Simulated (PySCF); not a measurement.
**C8H12OSi (SMILES [SiH3]c1cc(C2CCC2)co1): density, localisation and related maps**

```xyz
22

Si    3.9726    0.4806    0.3154
C     2.2465   -0.1465   -0.0404
C     0.9977    0.2819    0.3188
C     0.0622   -0.6129   -0.2620
C    -1.4174   -0.5624   -0.1584
C    -2.0878    0.7854   -0.5076
C    -2.8557    0.7439    0.8209
C    -2.0055   -0.4540    1.2664
C     0.8214   -1.5262   -0.9364
O     2.1291   -1.2572   -0.8107
H     4.7309   -0.5593    1.0135
H     4.6388    0.8113   -0.9459
H     3.8387    1.6717    1.1545
H     0.7805    1.1373    0.9266
H    -1.8470   -1.3939   -0.7203
H    -1.3739    1.6043   -0.5652
H    -2.6961    0.7834   -1.4096
H    -3.9086    0.4985    0.6986
H    -2.7748    1.6354    1.4395
H    -1.2536   -0.1939    2.0084
H    -2.5563   -1.3260    1.6127
H     0.5478   -2.3823   -1.5217
```

Geometry: GFN2-xTB.

Level of theory: PBE0/pcSseg-1, SCF density, gas phase, non-relativistic (PySCF).

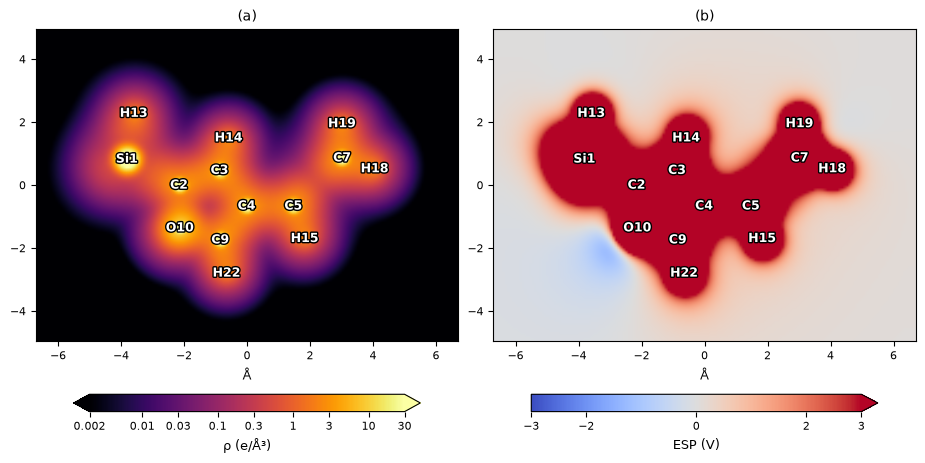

Figure 1. (a) total electron density; (b) electrostatic potential on the plane of atoms C4, C9 and O10.

Question: What does the map show?

Answer: Atoms in the plane: Si, C, O and H.
C–O (1.34 Å): ρ is about 2.4 e/Å³ halfway.
C–C (1.37 Å): ρ at the midpoint is about 2.2 e/Å³.
C–Si (1.87 Å): the density is about 0.95 e/Å³ at the midpoint.
C–H (1.07 Å): ρ at the midpoint is about 2 e/Å³.
C–C (1.42 Å): ρ at the midpoint is about 2 e/Å³.
Outside the dense part of the molecule the potential is most negative (−1.2 V) near O10.

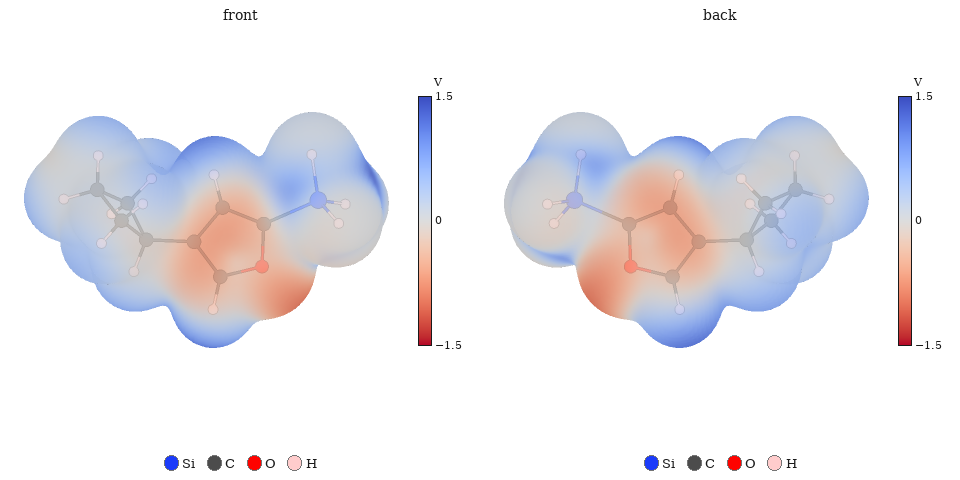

Figure 2. The electrostatic potential painted on the density surface at 0.002 e/bohr³, seen from the front and from behind; red is negative and blue positive.

Question: Where is the surface potential most negative and most positive?

Answer: The most negative region (about −0.9 V) lies over O10, the most positive (about +1.2 V) over Si1 and H22.

Question: What dipole moment does the calculation give?

Answer: Its dipole moment is 1.20 D.
